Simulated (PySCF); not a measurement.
Vertical excitations of a molecule C2H8ClNSi from TDA-ωB97X/def2-SVPD run with PySCF, as energy in eV (oscillator strength): 6.87 (0.010), 7.02 (0.003), 7.87 (0.011), 7.98 (0.047), 8.05 (0.008), 8.29 (0.012), 8.57 (0.069), 8.72 (0.062), 8.79 (0.011), 8.91 (0.018). Lowest triplet (TDA): 6.66 eV. Coordinates come from a B3LYP-D3(BJ)/def2-SVP optimisation. One conformer was computed; it need not be the lowest.

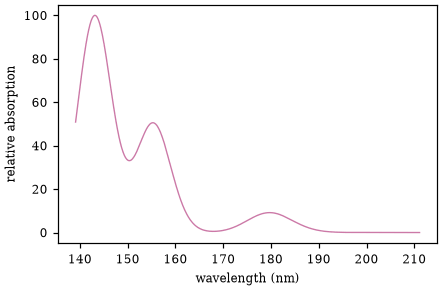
Figure. The lines broadened by 0.4 eV.

Q: Which molecule gave these data?
A) CN[Si@H](C)Cl
B) CNC[SiH2]Cl
C) CCN[SiH2]Cl
D) C[C@H](N)[SiH2]Cl

A: D, C[C@H](N)[SiH2]Cl
